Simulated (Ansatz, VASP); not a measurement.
# Cross-check of Ge (Germanium) between VASP and Ansatz, part 2 of 2

Aim: how closely do two programs agree when they are given the same cell, functional and k mesh?  The cell comes out of the VASP series on this material, whose earlier steps may have relaxed, scaled or displaced it; both programs get it as it stands.

VASP 6.6.1 and Ansatz 0.2.0.

So far. Step 4 (Comparison): The walks stopped with -0.05 GPa left in Ansatz and 0.04 GPa in VASP; each walk ends within a tolerance, so the volume difference is uncertain by about these residues over the bulk modulus, most in soft cells.

### Step 6. VASP: band structure, HSE06, spin-orbit coupling

Level of this step: HSE06, spin-orbit coupling; plane waves and PAW (Ge_d) (VASP).

The same cell, functional, mesh and smearing now go to VASP, with its own data sets and cutoff.

The input, INCAR:

```
SYSTEM = Ge
PREC = Accurate
ENCUT = 360
EDIFF = 1E-06
NELM = 100
ISMEAR = 0
SIGMA = 0.03
LREAL = .FALSE.
ALGO = Normal
LHFCALC = .TRUE.
AEXX = 0.25
GGA = PE
HFSCREEN = 0.2
LASPH = .TRUE.
LNONCOLLINEAR = .TRUE.
MAGMOM = 0 0 0 0 0 0
NBANDS = 40
GGA_COMPAT = .FALSE.
LSORBIT = .TRUE.
PRECFOCK = Fast
LORBIT = 11
LWAVE = .FALSE.
LCHARG = .FALSE.
KPAR = 8
```

The input, POSCAR:

```
Ge
1.0
    0.0000000000      2.8289100000      2.8289100000
    2.8289100000      0.0000000000      2.8289100000
    2.8289100000      2.8289100000      0.0000000000
Ge
2
Direct
    0.7500000000      0.7500000000      0.7500000000
    0.5000000000      0.5000000000      0.5000000000
```

The input, KPOINTS:

```
Automatic mesh
0
Gamma
5 5 5
0 0 0
```

The input, KPOINTS_OPT:

```
Line mode
10
Line-mode
Reciprocal
  0.00000000   0.00000000   0.00000000 GAMMA
  0.50000000   0.00000000   0.50000000 X

  0.50000000   0.00000000   0.50000000 X
  0.50000000   0.25000000   0.75000000 W

  0.50000000   0.25000000   0.75000000 W
  0.37500000   0.37500000   0.75000000 K

  0.37500000   0.37500000   0.75000000 K
  0.00000000   0.00000000   0.00000000 GAMMA

  0.00000000   0.00000000   0.00000000 GAMMA
  0.50000000   0.50000000   0.50000000 L

  0.50000000   0.50000000   0.50000000 L
  0.62500000   0.25000000   0.62500000 U

  0.62500000   0.25000000   0.62500000 U
  0.50000000   0.25000000   0.75000000 W

  0.50000000   0.25000000   0.75000000 W
  0.50000000   0.50000000   0.50000000 L

  0.50000000   0.50000000   0.50000000 L
  0.37500000   0.37500000   0.75000000 K

  0.62500000   0.25000000   0.62500000 U
  0.50000000   0.00000000   0.50000000 X
```

PAW data sets: Ge_d (PBE family, release 64).

Started as:

```bash
$ mpirun -np 8 vasp_ncl
```

Numbers of over 12 decimals in the logs are rounded to 6 here.

Output:

```text
[banner, memory and clock lines left out]
running    8 mpi-ranks, on    1 nodes
[...]
[... a notice as in an earlier step ...]

 LDA part: xc-table for (Slater+PW92), standard interpolation
 found WAVECAR, reading the header
 POSCAR, INCAR and KPOINTS ok, starting setup
[...]
reading WAVECAR
 the WAVECAR file was read successfully
 initial charge from wavefunction
 entering main loop
       N       E                     dE             d eps       ncg     rms          rms(c)
DAV:   1    -0.106519546530E+02   -0.10652E+02   -0.19306E+00  1064   0.252E+01    0.135E+00
DAV:   2    -0.106502682801E+02    0.16864E-02   -0.77707E-02   976   0.355E+00    0.981E-01
DAV:   3    -0.106466722417E+02    0.35960E-02   -0.11785E-02  1088   0.192E+00    0.661E-01
DAV:   4    -0.106461920076E+02    0.48023E-03   -0.16163E-03   912   0.651E-01    0.408E-01
[...]
DAV:   9    -0.106459343925E+02    0.38183E-05   -0.86438E-07   712   0.710E-03    0.302E-02
DAV:  10    -0.106459321875E+02    0.22050E-05   -0.33048E-07   616   0.524E-03    0.177E-02
DAV:  11    -0.106459313676E+02    0.81992E-06   -0.15614E-07   520   0.344E-03
   1 F= -.10645931E+02 E0= -.10645931E+02  d E =-.721742E-23  mag=     0.0000    -0.0000    -0.0000
 Start KPOINTS_OPT (optional k-point list driver)
k-point batch [1-10\100]
       N       E                     dE             ncg
DAV:   1    -0.193624283431E+04   -0.56301E+04     1016
DAV:   2    -0.421877180701E+04   -0.22825E+04      800
DAV:   3    -0.465057328484E+04   -0.43180E+03      888
DAV:   4    -0.467674319194E+04   -0.26170E+02      944
[...]
DAV:   8    -0.467728315750E+04   -0.25839E-04      976
DAV:   9    -0.467728315864E+04   -0.11468E-05      776
DAV:  10    -0.467728315873E+04   -0.84322E-07      592
[...]
k-point batch [91-100\100]
       N       E                     dE             ncg
DAV:   1    -0.200580713676E+04   -0.10189E+05     1008
DAV:   2    -0.432945605196E+04   -0.23236E+04      800
DAV:   3    -0.475668419289E+04   -0.42723E+03      904
DAV:   4    -0.478175545511E+04   -0.25071E+02      920
[...]
DAV:   8    -0.478231631567E+04   -0.23638E-04      952
DAV:   9    -0.478231631674E+04   -0.10691E-05      736
DAV:  10    -0.478231631684E+04   -0.10049E-06      568
```

From OUTCAR (step 6):

```text
 POSITION                                       TOTAL-FORCE (eV/Angst)
 -----------------------------------------------------------------------------------
      4.24336      4.24336      4.24336        -0.000000     -0.000000     -0.000000
      2.82891      2.82891      2.82891         0.000000      0.000000      0.000000
 -----------------------------------------------------------------------------------
    total drift:                                0.000000      0.000002      0.000000

  FREE ENERGIE OF THE ION-ELECTRON SYSTEM (eV)
  ---------------------------------------------------
  free  energy   TOTEN  =       -10.6459313676 eV

  energy  without entropy=      -10.6459313676  energy(sigma->0) =      -10.64593137

 magnetization (x)
# of ion       s       p       d       tot
------------------------------------------
    1        0.000   0.000  -0.000   0.000
    2        0.000  -0.000  -0.000  -0.000
--------------------------------------------------
tot          0.000  -0.000  -0.000  -0.000

 magnetization (y)
# of ion       s       p       d       tot
------------------------------------------
    1        0.000  -0.000   0.000  -0.000
    2        0.000  -0.000   0.000  -0.000
--------------------------------------------------
tot          0.000  -0.000   0.000  -0.000

 magnetization (z)
# of ion       s       p       d       tot
------------------------------------------
    1        0.000   0.000   0.000   0.000
    2       -0.000  -0.000   0.000  -0.000
--------------------------------------------------
tot         -0.000   0.000   0.000  -0.000

[... 3 further parts left out ...]
[key lines of the parts left out:]
E-fermi :   4.9744
```

### Step 7. Side by side

What differs besides the data sets and the points named for the pairs above, as far as they apply: spin-orbit coupling enters by fully relativistic files in Ansatz and inside the spheres in VASP; exact exchange at q = 0 is treated differently, which shows on coarse meshes; VASP keeps PBE cores, Ansatz makes them for the functional; the cutoff is 420 eV in Ansatz and 360 eV in VASP; VASP takes a coarser grid for exact exchange (PRECFOCK = Fast). Total energies have different zeros and are not compared.

Compared:

```csv
quantity,Ansatz,VASP,difference
gap over the path points (eV),0.738,0.748,-0.011
```

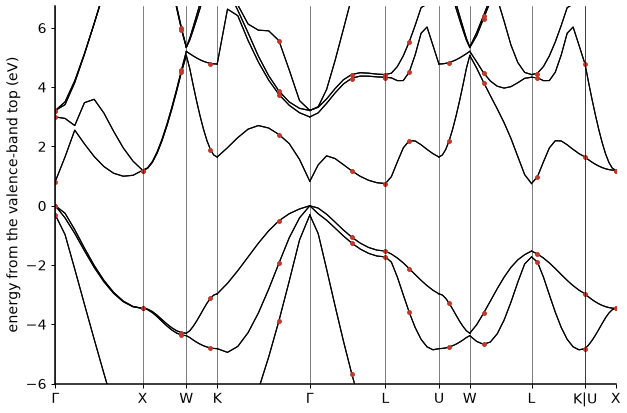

Bands from VASP (lines) and levels from Ansatz (dots). Dots without a line are higher empty bands that the VASP plot leaves out.

Levels at points of the path, from each program's valence-band top (eV; 6 filled, then empty):

```csv
k (reciprocal lattice),Ansatz,VASP
0.000 0.000 0.000,-0.32 -0.32 0.00 0.00 0.00 0.00 0.81 0.81 2.98 2.98 3.20 3.20,-0.31 -0.31 0.00 0.00 0.00 0.00 0.82 0.82 3.00 3.00 3.21 3.21
0.500 0.000 0.500,-9.81 -9.81 -3.46 -3.46 -3.46 -3.46 1.19 1.19 1.19 1.19 10.70 10.70,-9.81 -9.81 -3.46 -3.46 -3.46 -3.46 1.20 1.20 1.20 1.20 10.72 10.72
0.500 0.222 0.722,-9.69 -9.69 -4.37 -4.37 -4.28 -4.28 4.50 4.50 4.57 4.57 5.93 5.93,-9.69 -9.69 -4.36 -4.36 -4.28 -4.28 4.51 4.51 4.58 4.58 5.94 5.94
0.403 0.347 0.750,-9.17 -9.17 -4.80 -4.80 -3.13 -3.13 1.89 1.89 4.79 4.79 7.78 7.78,-9.17 -9.17 -4.79 -4.79 -3.12 -3.12 1.90 1.90 4.80 4.80 7.80 7.80
0.125 0.125 0.250,-3.88 -3.88 -1.94 -1.94 -0.51 -0.51 2.39 2.39 3.74 3.74 3.86 3.86,-3.88 -3.88 -1.94 -1.94 -0.51 -0.51 2.40 2.40 3.75 3.75 3.87 3.87
0.278 0.278 0.278,-5.68 -5.68 -1.27 -1.27 -1.06 -1.06 1.16 1.16 4.29 4.29 4.42 4.42,-5.68 -5.68 -1.26 -1.26 -1.06 -1.06 1.17 1.17 4.30 4.30 4.43 4.43
0.500 0.500 0.500,-8.40 -8.40 -1.73 -1.73 -1.53 -1.53 0.74 0.74 4.32 4.32 4.41 4.41,-8.40 -8.40 -1.73 -1.73 -1.53 -1.53 0.75 0.75 4.33 4.33 4.42 4.42
0.556 0.389 0.556,-8.38 -8.38 -3.60 -3.60 -2.12 -2.12 2.18 2.18 4.49 4.49 5.51 5.51,-8.38 -8.38 -3.59 -3.59 -2.12 -2.12 2.19 2.19 4.50 4.50 5.53 5.53
0.583 0.250 0.667,-9.20 -9.20 -4.77 -4.77 -3.29 -3.29 2.19 2.19 4.82 4.82 7.41 7.41,-9.19 -9.19 -4.76 -4.76 -3.29 -3.29 2.20 2.20 4.83 4.83 7.42 7.42
0.500 0.306 0.694,-8.95 -8.95 -4.68 -4.68 -3.63 -3.63 4.15 4.15 4.47 4.47 6.30 6.30,-8.95 -8.95 -4.67 -4.67 -3.63 -3.63 4.17 4.17 4.49 4.49 6.31 6.31
```

Among the levels compared (up to four filled and three empty ones at each point), filled levels agree within 6 meV and empty ones within 19 meV.

### Step 8. Summary of results

```
difference in volume (relaxation of cell and atoms, LDA)                            : 0.55 %
difference in gap over the path points (band structure, HSE06, spin-orbit coupling) : -0.011 eV
```

The difference in volume is 0.55 % (relaxation of cell and atoms, LDA), within the 1.2 % picked in this series as the mark of a large difference, as far as the stopping tolerances let one tell. Differences of this kind measure data sets and numerical settings, not the functional's error against experiment.

[Lines on the potential files, build, host, timing and source positions are cut from VASP's logs without a mark.]

[Logs are printed without paths, hosts, clocks, repeated set-up lines and the standing remarks that a program may print on its own settings, such as how far it seeks lower states.]

[Hosts, paths, dates, database ids (printed as entryN), source tags and the programs' standing remarks are cut or masked in the printed files.]
